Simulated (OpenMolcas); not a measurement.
# Mo⁴⁺ among point charges: CASSCF and CASPT2 levels and susceptibility

How does a field of 8 point charges split the states of Mo⁴⁺, and what χT follows?

Program: OpenMolcas 26.06. Level of theory: state-averaged CASSCF and CASPT2, spin-orbit coupling by RASSI with atomic mean-field integrals. These are calculated values, not measurements, unless marked.

### 1 Starting point

```
Species                           : Mo⁴⁺ (molybdenum, Z = 42, 38 electrons)
Basis                             : ANO-RCC-VDZP [6s5p3d1f], 43 functions
Scalar Hamiltonian                : DKH2, point nucleus
Inactive shells                   : 1s 2s 2p 3s 3p 3d 4s 4p
Active space                      : 2 electrons in 5 orbitals (4d)
Some configurations of this space : 4d2
Orbitals                          : optimised for each spin and parity, averaged over all roots
```

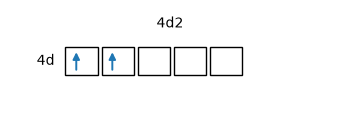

The shells outside the core, filled by Hund's rule for the drawing.

The ion sits among 8 point charges of -1.2 e arranged as a cube (Oh), 2.11 Å from the ion.

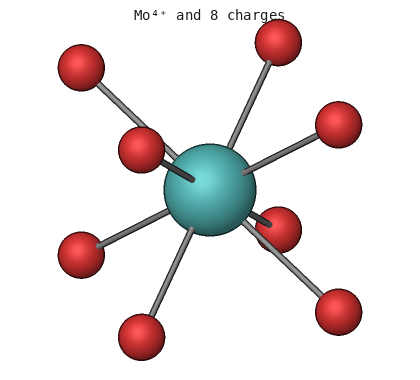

The ion and the point charges (red).

The work runs as a chain of OpenMolcas steps in one folder; each step below is one input file. Labels, J, g values, rates, χT and fits are worked out afterwards by a script from the matrices that RASSI stores. The input lists half of the charges; inversion (Group=XYZ) makes the rest.

### 2 One- and two-electron integrals

Contents of a.inp:

```
&GATEWAY
Coord
1

Mo 0.0 0.0 0.0
Basis=ANO-RCC-VDZP
Group=XYZ
NoMove
AngMom=0.0 0.0 0.0
AMFI
XField
4 Angstrom 0
1.218209 1.218209 1.218209 -1.200000
1.218209 1.218209 -1.218209 -1.200000
1.218209 -1.218209 1.218209 -1.200000
1.218209 -1.218209 -1.218209 -1.200000
&SEWARD
```

Started as:

```bash
$ OMP_NUM_THREADS=1 MOLCAS_MEM=1689 MOLCAS_PROJECT=a pymolcas a.inp > a.log
```

What it wrote:

```text
Basis set label: MO.ANO-RCC...6S5P3D1F.

      Electronic valence basis set:
      ------------------
      Associated Effective Charge  42.000000 au
      Associated Actual Charge     42.000000 au
      Nuclear Model: Point charge

      Shell  nPrim  nBasis  Cartesian Spherical Contaminant
         s      21       6        X
         p      18       5        X
         d      13       3                 X
         f       6       1                 X
                  Relativistic Douglas-Kroll-Hess integrals:
                    - DKH order of Hamiltonian: 2
                    - DKH order of Properties : 0
                  Atomic mean-field integrals
```

### 3 Reference wave functions, triplets of even parity, 10 roots

Contents of a.inp:

```
&RASSCF
FileOrb=start.orb
Symmetry=1
Spin=3
nActEl=2 0 0
Inactive=9 9
Ras2=5 0
CIRoot=10 10 1
SDav=10
CIMx=300
Iter=120 100
PrWF=0.3
OrbListing=Nothing
MaxOrb=0
>>> COPY $Project.JobIph JOB001
```

Started as:

```bash
$ OMP_NUM_THREADS=1 MOLCAS_MEM=1689 MOLCAS_PROJECT=a pymolcas a.inp > a.log
```

start.orb holds the contracted functions of the basis, ordered by shell, or the orbitals of the step before.

What it wrote (excerpt; [...] marks lines left out):

```text
[...]
      Number of active orbitals                  5
[...]
      Spin quantum number                      1.0
[...]
      Active orbitals                            5   0
[...]
      Number of CSFs                            10
      Number of root(s) required                10
[...]
      Convergence after  7 iterations
[...]
      Natural orbitals and occupation numbers for root  1
      sym 1:  -0.000000   0.000000   1.000000   0.000000   1.000000
      Natural orbitals and occupation numbers for root  2
      sym 1:   0.985326   0.000000   0.985326   0.014674   0.014674
      Natural orbitals and occupation numbers for root  3
      sym 1:  -0.000000   0.755794   0.244206   0.244206   0.755794
::    RASSCF root number  1 Total energy:  -4052.16044907
::    RASSCF root number  2 Total energy:  -4052.13761922
::    RASSCF root number  3 Total energy:  -4052.13761922
[...]
::    RASSCF root number  7 Total energy:  -4052.12107187
::    RASSCF root number  8 Total energy:  -4052.07237791
::    RASSCF root number  9 Total energy:  -4052.07237791
::    RASSCF root number 10 Total energy:  -4052.07237791
```

### 4 Reference wave functions, singlets of even parity, 15 roots

Contents of a.inp:

```
&RASSCF
FileOrb=start.orb
Symmetry=1
Spin=1
nActEl=2 0 0
Inactive=9 9
Ras2=5 0
CIRoot=15 15 1
SDav=15
CIMx=300
Iter=120 100
PrWF=0.3
OrbListing=Nothing
MaxOrb=0
>>> COPY $Project.JobIph JOB002
```

Started as:

```bash
$ OMP_NUM_THREADS=1 MOLCAS_MEM=1689 MOLCAS_PROJECT=a pymolcas a.inp > a.log
```

What it wrote (excerpt; [...] marks lines left out):

```text
[...]
      Number of active orbitals                  5
[...]
      Spin quantum number                      0.0
[...]
      Active orbitals                            5   0
[...]
      Number of CSFs                            15
      Number of root(s) required                15
[...]
      Convergence after  7 iterations
[...]
      Natural orbitals and occupation numbers for root  1
      sym 1:   0.944637   0.009278   0.071915   0.029532   0.944637
      Natural orbitals and occupation numbers for root  2
      sym 1:   0.944637   0.064539   0.001901   0.044285   0.944637
      Natural orbitals and occupation numbers for root  3
      sym 1:   0.172634   0.554261   0.634674   0.263633   0.374797
::    RASSCF root number  1 Total energy:  -4052.10210447
::    RASSCF root number  2 Total energy:  -4052.10210447
::    RASSCF root number  3 Total energy:  -4052.08046022
[...]
::    RASSCF root number 12 Total energy:  -4052.04147189
::    RASSCF root number 13 Total energy:  -4052.04147189
::    RASSCF root number 14 Total energy:  -4052.04147189
::    RASSCF root number 15 Total energy:  -4051.93280641
```

### 5 RASSI: spin-orbit coupling between the states

Contents of a.inp:

```
&RASSI
NrOfJobIphs=2 10 15
1 2 3 4 5 6 7 8 9 10
1 2 3 4 5 6 7 8 9 10 11 12 13 14 15
IphNames
JOB001
JOB002
EJob
SpinOrbit
DIPRint=1.0
SOCoupling=1000.0
Subsets=2
Property=9
'ANGMOM' 1 'ANGMOM' 2 'ANGMOM' 3 'MLTPL  1' 1 'MLTPL  1' 2 'MLTPL  1' 3
'AMFI' 1 'AMFI' 2 'AMFI' 3
SOProperty=3
'ANGMOM' 1 'ANGMOM' 2 'ANGMOM' 3
```

What it wrote (excerpt; [...] marks lines left out):

```text
SPIN-FREE ENERGIES:
  (Shifted by EMIN (a.u.) =      -4052.1604490705)
 SF State       Relative EMIN(au)   Rel lowest level(eV)    D:o, cm**(-1)      L_eff
     1             0.0000000000        0.0000000000              0.0000         3.0
     2             0.0228298460        0.6212317569           5010.5720         3.0
     3             0.0228298460        0.6212317569           5010.5720         3.0
     4             0.0228298460        0.6212317569           5010.5720         3.0
     5             0.0393772049        1.0715083308           8642.2975         2.9
     6             0.0393772049        1.0715083308           8642.2975         2.9
     7             0.0393772049        1.0715083308           8642.2975         2.9
    11             0.0583445990        1.5876374185          12805.1594         2.5
    12             0.0583445990        1.5876374185          12805.1594         2.5
    13             0.0799888503        2.1766075009          17555.5234         2.3
[...]
Eigenvalues of complex Hamiltonian:
   -----------------------------------
  (Shifted by EMIN (a.u.) =      -4052.1604490705)
 SO State       Relative EMIN(au)   Rel lowest level(eV)    D:o, cm**(-1)     J-value
     1            -0.0018435445        0.0000000000              0.0000         2.3
     2            -0.0018435445        0.0000000000              0.0000         2.2
     3            -0.0018435445        0.0000000000              0.0000         2.2
     4             0.0196752836        0.5855571448           4722.8369         2.2
     5             0.0196752836        0.5855571448           4722.8369         1.8
     6             0.0206488974        0.6120505244           4936.5204         2.4
     7             0.0218546221        0.6448599644           5201.1464         2.7
     8             0.0218546221        0.6448599644           5201.1464         2.5
     9             0.0218546221        0.6448599644           5201.1464         2.5
    10             0.0230168349        0.6764853875           5456.2226         2.8
    11             0.0230168349        0.6764853875           5456.2226         2.4
[...]
```

These steps took 5.8 s in all on 1 thread of Arm Neoverse V1, shared host.

Spin-free states, with their symmetry labels:

```
state  degeneracy  E (cm-1)  free-ion L (%)
  3A2           1         0         F (100)
  3T2           3      5011         F (100)
  3T1           3      8642          F (96)
   1E           2     12805          D (79)
  1T2           3     17556          D (89)
  3T1           3     19329          P (96)
  1A1           1     20085          G (97)
  1T1           3     22136         G (100)
   1E           2     25633          G (79)
  1T2           3     26112          G (89)
  1A1           1     49962          S (97)
```

With spin-orbit coupling:

```tsv
E (cm-1)	Degeneracy	Label	2S+1
0.0	3	T2	3
4723	2	E	3
4937	1	A2	3
5201	3	T2	3
5456	3	T1	3
8608	3	T2	3
8964	2	E	3
9832	3	T1	3
10237	1	A1	3
13322	2	E	1
17369	3	T2	1
18753	1	A1	3
19316	3	T1	3
20290	2	E	3
20601	1	A1	1
20828	3	T2	3
22612	3	T1	1
26143	2	E	1
26593	3	T2	1
50525	1	A1	1
```

Powder χT (cm³ K/mol): 0.37 at 2 K, 0.38 at 5 K, 0.38 at 10 K, 0.38 at 20 K, 0.39 at 50 K, 0.41 at 100 K, 0.43 at 150 K, 0.45 at 200 K, 0.47 at 250 K, 0.49 at 300 K.

A ligand-field fit to the states below 45000 cm-1 gives 10Dq = -5215 cm-1, B = 857 cm-1 and C = 3455 cm-1 (C/B = 4.03), with a deviation of 74 cm-1.

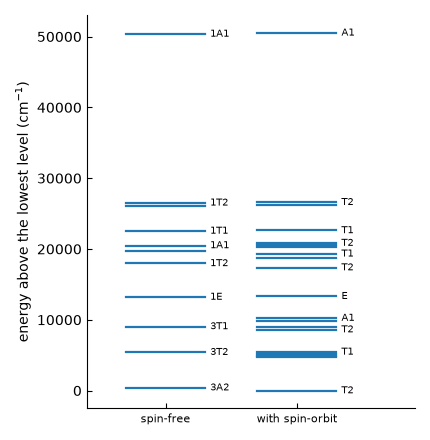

The states in the field without (left) and with (right) spin-orbit coupling.

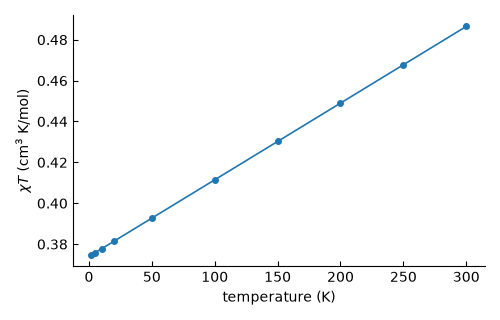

χT against temperature.

### 6 CASPT2: IPEA 0.25, imaginary shift 0.1 (closed shells correlated: 4s 4p)

Contents of a.inp:

```
>>> COPY JOB001 $Project.JobIph
&CASPT2
Multistate=10 1 2 3 4 5 6 7 8 9 10
NoMult
Frozen=8 6
IPEA=0.25
Imaginary=0.1
MaxIter=60
WThr=0.0 0.3 0.05
PrWF=0.5
NoMix
>>> COPY JOB002 $Project.JobIph
&CASPT2
Multistate=15 1 2 3 4 5 6 7 8 9 10 11 12 13 14 15
NoMult
Frozen=8 6
IPEA=0.25
Imaginary=0.1
MaxIter=60
WThr=0.0 0.3 0.05
PrWF=0.5
NoMix
```

What it wrote:

```text
Orbital specifications:
      -----------------------

      Symmetry species                           1   2
                                                ag  au
      Frozen orbitals                            8   6
      Inactive orbitals                          1   3
      Active orbitals                            5   0
      Secondary orbitals                         7  13
      Deleted orbitals                           0   0
      Number of basis functions                 21  22
Type of calculation                        SS-CASPT2
      Fock operator                              state-specific
      IPEA shift                                 0.25
      Real shift                                 0.00
      Imaginary shift                            0.10
      The input orbitals will be transformed to quasi-canonical
Reference energy:       -4052.1604490705
      E2 (Non-variational):      -0.1839008259
      Shift correction:          -0.0000933690
      E2 (Variational):          -0.1839941948
      Total energy:           -4052.3444432653
      Residual norm:              0.0000004522
      Reference weight:           0.96139
      Contributions to the CASPT2 correlation energy
      Active & Virtual Only:         -0.0034705375
      One Inactive Excited:          -0.0669378442
      Two Inactive Excited:          -0.1134924441
Reference energy:       -4052.1376192245
      E2 (Non-variational):      -0.1841380052
      Shift correction:          -0.0000945417
      E2 (Variational):          -0.1842325469
      Total energy:           -4052.3218517714
      Residual norm:              0.0000006299
      Reference weight:           0.96115
      Contributions to the CASPT2 correlation energy
      Active & Virtual Only:         -0.0035897682
      One Inactive Excited:          -0.0674508106
      Two Inactive Excited:          -0.1130974264
::    CASPT2 Root  1     Total energy:  -4052.34444327
::    CASPT2 Root  2     Total energy:  -4052.32185177
::    CASPT2 Root  3     Total energy:  -4052.32363252
::    CASPT2 Root  4     Total energy:  -4052.32371906
::    CASPT2 Root  5     Total energy:  -4052.30598927
::    CASPT2 Root  6     Total energy:  -4052.30621354
::    CASPT2 Root  7     Total energy:  -4052.30643473
::    CASPT2 Root  8     Total energy:  -4052.26769277
::    CASPT2 Root  9     Total energy:  -4052.26828308
::    CASPT2 Root 10     Total energy:  -4052.26759959
Orbital specifications:
      -----------------------

      Symmetry species                           1   2
                                                ag  au
      Frozen orbitals                            8   6
      Inactive orbitals                          1   3
      Active orbitals                            5   0
      Secondary orbitals                         7  13
      Deleted orbitals                           0   0
      Number of basis functions                 21  22
Type of calculation                        SS-CASPT2
      Fock operator                              state-specific
      IPEA shift                                 0.25
      Real shift                                 0.00
      Imaginary shift                            0.10
      The input orbitals will be transformed to quasi-canonical
Reference energy:       -4052.1021044715
      E2 (Non-variational):      -0.1936812792
      Shift correction:          -0.0001626242
      E2 (Variational):          -0.1938439034
      Total energy:           -4052.2959483749
      Residual norm:              0.0000001278
      Reference weight:           0.95663
      Contributions to the CASPT2 correlation energy
      Active & Virtual Only:         -0.0091440113
      One Inactive Excited:          -0.0668146112
      Two Inactive Excited:          -0.1177226567
Reference energy:       -4052.1021044715
      E2 (Non-variational):      -0.1937254103
      Shift correction:          -0.0001626388
      E2 (Variational):          -0.1938880491
      Total energy:           -4052.2959925206
      Residual norm:              0.0000001278
      Reference weight:           0.95662
      Contributions to the CASPT2 correlation energy
      Active & Virtual Only:         -0.0091440087
      One Inactive Excited:          -0.0668171137
      Two Inactive Excited:          -0.1177642879
::    CASPT2 Root  1     Total energy:  -4052.29594837
::    CASPT2 Root  2     Total energy:  -4052.29599252
::    CASPT2 Root  3     Total energy:  -4052.27749671
::    CASPT2 Root  4     Total energy:  -4052.27700404
::    CASPT2 Root  5     Total energy:  -4052.27670149
::    CASPT2 Root  6     Total energy:  -4052.26350437
::    CASPT2 Root  7     Total energy:  -4052.25183337
::    CASPT2 Root  8     Total energy:  -4052.25182404
::    CASPT2 Root  9     Total energy:  -4052.25184480
::    CASPT2 Root 10     Total energy:  -4052.23549764
::    CASPT2 Root 11     Total energy:  -4052.23551768
::    CASPT2 Root 12     Total energy:  -4052.23445455
::    CASPT2 Root 13     Total energy:  -4052.23423168
::    CASPT2 Root 14     Total energy:  -4052.23426894
::    CASPT2 Root 15     Total energy:  -4052.14717880
```

This run: 2 s of run time, 1 thread of Arm Neoverse V1, shared host.

SS-CASPT2: lowest energy less the reference's lowest, -0.1840 hartree; reference weights 0.949 to 0.961.

States without spin-orbit coupling:

```csv
state,degeneracy,E (cm-1),free-ion L (%)
3A2,1,0,F (100)
3T2,3,4691,F (100)
3T1,3,8391,F (96)
1E,2,10639,D (79)
1T2,3,14787,D (89)
3T1,3,16808,P (96)
1A1,1,17764,G (97)
1T1,3,20325,G (100)
1E,2,23909,G (79)
1T2,3,24170,G (89)
1A1,1,43295,S (97)
```

With spin-orbit coupling:

```
E (cm-1)  Degeneracy  Label  2S+1
       0           3     T2     3
    4390           2      E     3
    4650           1     A2     3
    4930           3     T2     3
    5170           3     T1     3
    8380           3     T2     3
    8700           2      E     3
    9600           3     T1     3
    9980           1     A1     3
   11270           2      E     1
   14710           3     T2     1
   16260           1     A1     3
   16830           3     T1     3
   17820           2      E     3
   18300           3     T2     3
   18330           1     A1     1
   20840           3     T1     1
   24460           2      E     1
   24690           3     T2     1
   43920           1     A1     1
```

Powder χT (cm³ K/mol): 0.34 at 2 K, 0.34 at 5 K, 0.35 at 10 K, 0.35 at 20 K, 0.36 at 50 K, 0.38 at 100 K, 0.40 at 150 K, 0.42 at 200 K, 0.44 at 250 K, 0.46 at 300 K.

### 7 The methods side by side

A. CASSCF
B. SS-CASPT2, IPEA 0.25, imaginary shift 0.1 (closed shells correlated: 4s 4p)

```
method  ground state  first state of that spin (cm-1)  first gap with spin-orbit (cm-1)  χT at 300 K
     A           3A2                         3T2 5011                            4722.8         0.49
     B           3A2                         3T2 4691                            4387.6         0.46
```

### 8 Results

```
                                            quantity                                                                        value
                                              method  SS-CASPT2, IPEA 0.25, imaginary shift 0.1 (closed shells correlated: 4s 4p)
                              spin-free ground state                                              3A2, 1-fold in its orbital part
first state of the same spin within the active space                                                             3T2 at 4690 cm⁻¹
                                        lowest level                                                                    3-fold T2
                                          next level                                                                  4387.6 cm⁻¹
                                         χT at 300 K                                                               0.46 cm³ K/mol
                           effective moment at 300 K                                                                      1.92 μB
```

Cost by method:

| method | time of its own steps | time with the reference |
| --- | --- | --- |
| A. CASSCF | 5.8 s | 5.8 s |
| B. SS-CASPT2, IPEA 0.25, imaginary shift 0.1, +4s 4p | 2 s | 7.8 s |

Times are of one thread on a shared host.

What this shows: The spin-free ground state (3A2) comes to 100 % from free-ion F terms and keeps the highest spin of the shell. χT at 300 K is 0.46, against 1.00 cm³ K/mol for the spin alone, so spin-orbit coupling lowers it. CASPT2 does not keep the components of a term degenerate, and the means are used. The field of point charges can differ much from that of real complexes. Point charges carry no covalency, so the field is a model and not that of real ligands.
